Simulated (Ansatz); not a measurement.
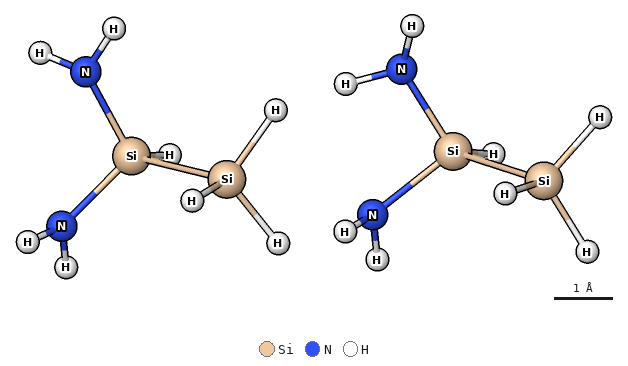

Two geometries of Si2N2H8, drawn at one scale. One is the start of a relaxation, the other its converged end. The picture is a ball-and-stick view, seen at a tilt.

These are results of UHF/6-31G* in Ansatz, not measurements. Set-up: collinear spin; force threshold 0.03 eV/Å; at most 50 steps.

**Which one is relaxed?**

The left one is the relaxed one. The run prepares an end point of a later path (reaction) calculation, from a guessed geometry. After 8 accepted moves (11 points after the start) the energy has fallen by 27.2 kJ/mol. Largest force component: 0.93 eV/Å at the start, 0.03 eV/Å at the end. The line search rejected the trial steps at points 2, 5, 9 of the run. The largest move after the best rigid fit is that of an H atom, 0.60 Å. Largest moves by element: H 0.60 Å, N 0.22 Å, Si 0.16 Å. Some distances before and after: N–Si 1.782 → 1.722 Å, N–Si 1.709 → 1.723 Å, H–N 1.008 → 0.999 Å, H–Si 1.478 → 1.484 Å. Bond angles that change, for instance: Si–N–H 105.7° → 120.2°, N–Si–N 97.1° → 107.6°, Si–N–H 130.5° → 121.9°.
